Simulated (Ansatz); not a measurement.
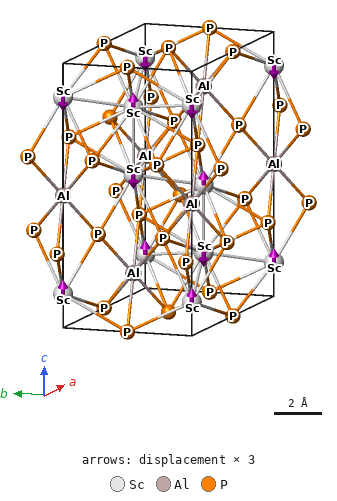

A relaxation of a crystal of Sc2AlP3 (a generated structure, set up in R-3m) (coarse preliminary run). The starting structure is drawn; purple arrows show the displacements (the part carried along by the change of the cell is left out), magnified 3 times.

Style: ball-and-stick. Shown: the conventional cell (3 times the calculation's cell), from a free direction. Lengths and directions refer to the drawn axes.

Level of theory: Ansatz 0.2.0, DFT PBE, scalar-relativistic, plane waves, PAW.

Input
```yaml
crystal:
  lattice:
    - [2.81099272, 1.6229274, 4.1327765]
    - [-2.81099272, 1.6229274, 4.1327765]
    - [0.0, -3.24585481, 4.1327765]
  atoms:
    - { symbol: Sc, position: [0.87205046, 0.87205046, 0.87205046] }
    - { symbol: Sc, position: [0.12794954, 0.12794954, 0.12794954] }
    - { symbol: Al, position: [0.5, 0.5, 0.5] }
    - { symbol: P, position: [0.5, 0.5, 0.0] }
    - { symbol: P, position: [0.0, 0.5, 0.5] }
    - { symbol: P, position: [0.5, 0.0, 0.5] }
basis:
  ecutwfc: 420
kpoints:
  mp_grid: { grid: [6, 6, 6] }
hamiltonian:
  xc: pbe
scf:
  occupations: { method: gaussian, width: 0.1 }
  lower_state_search: "off"
output:
  forces: true
  stress: true
  eigenvalues: true
relax:
  adjacent_minimum: "off"
  f_tol: 0.04
  max_steps: 70
  cell: { stress_tol: 0.4 }
```

Run as
```bash
ansatz run input.yaml --threads 1 --pin off --max-ram 2560MiB --backend cpu --events-out ev --progress --plain --runs-dir out
```

### Atoms of which element are displaced furthest, and by how much?

Scandium: up to 0.23 Å, against 0.00 Å for phosphorus.

### What did the optimiser do to the structure, and how much energy did it gain?

The largest moves relative to the cell, 0.23 Å, are those of Sc1 and Sc2. Sc1 goes along −c. P and Al stay in place. Cell: a = b 5.622 → 5.651 Å (+0.5 %), c 12.398 → 11.221 Å (−9.5 %). Volume −8.6 %. Near-neighbour distances that change, for instance: Sc1–P4 3.020 → 2.641 Å, Sc1–Sc2 3.173 → 3.325 Å, Al3–P4 2.628 → 2.482 Å, Sc1–Sc2 (another image) 3.385 → 3.289 Å. Among the angles between lasting bonds that change: P4–Al3–P5 115.3° → 110.6°, P4–Al3–P5 64.7° → 69.4°. The space group stays R-3m (No. 166). The energy falls by 136 meV per atom in 5 accepted moves (6 points after the start). The largest force component goes from 0.57 to 0.0053 eV/Å. The pressure goes from −8.49 to 0.03 GPa. The SCF was repeated once at an unchanged geometry on a basis and grid sized afresh for the cell, which shifted the energy by 0.2 meV per atom at most. Cost: 44 s on 1 thread of Intel(R) Xeon(R) Processor @ 2.70GHz (shared host), peak memory 0.45 GiB.
